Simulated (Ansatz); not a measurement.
The structure below was relaxed with PBE (Ansatz, a quantum-chemistry and plane-wave program), no SOC, at pressure −1 GPa.

```xyz
2
Lattice="3.2478 0.0000 0.0000 -1.6239 2.8127 0.0000 0.0000 0.0000 3.1969" Properties=species:S:1:pos:R:3 pbc="T T T"
Mo     0.0000     0.0000     0.0000
P      1.6239     0.9376     1.5984
```

Task: Find the space group and the Wyckoff positions.

Result: Space group P-6m2 (No. 187); a = b = 3.248 Å, c = 3.197 Å, α = β = 90.00°, γ = 120.00°

```csv
atom,site,symmetry,x,y,z
Mo,1a,-6m2,0.0000,0.0000,0.0000
P,1f,-6m2,0.6667,0.3333,0.5000
```

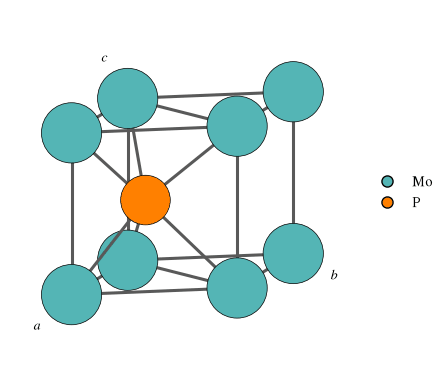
Figure: The conventional cell

Load acts through the strain it causes; cell and atoms are relaxed under it. Stability against distortions was not tested. All final runs are without spin polarisation. The cell was made from MoP (space group P-6m2, No. 187) by this change: pressure −1 GPa.
